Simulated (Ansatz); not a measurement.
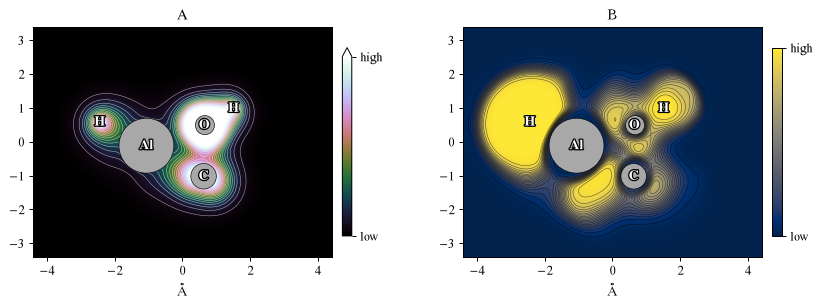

CH4AlO (SMILES [CH2]1[OH+][AlH]1) (charge +1): 2 fields on the plane of atoms O2, C1 and Al3, with unlabelled colour scales. Grey discs cover the atomic cores.

Theory: Ansatz 0.2.0, RKS PBE0/def2-SVP.

**The panels show electron density and electron localisation function in some order. Assign them.**

Panel A: electron density. Panel B: electron localisation function. From the grid: C–O (1.51 Å): ρ is about 1.6 e/Å³ halfway, with its minimum of 1.3 e/Å³ about 0.5 Å from C; the ELF peaks at about 0.85 between the atoms; a polar covalent bond. Al–O (1.83 Å): the density is about 0.55 e/Å³ at the midpoint; the ELF peaks at about 0.80 in the valence shell of O, 0.6 Å from its nucleus, and is about 0.25 at the midpoint.
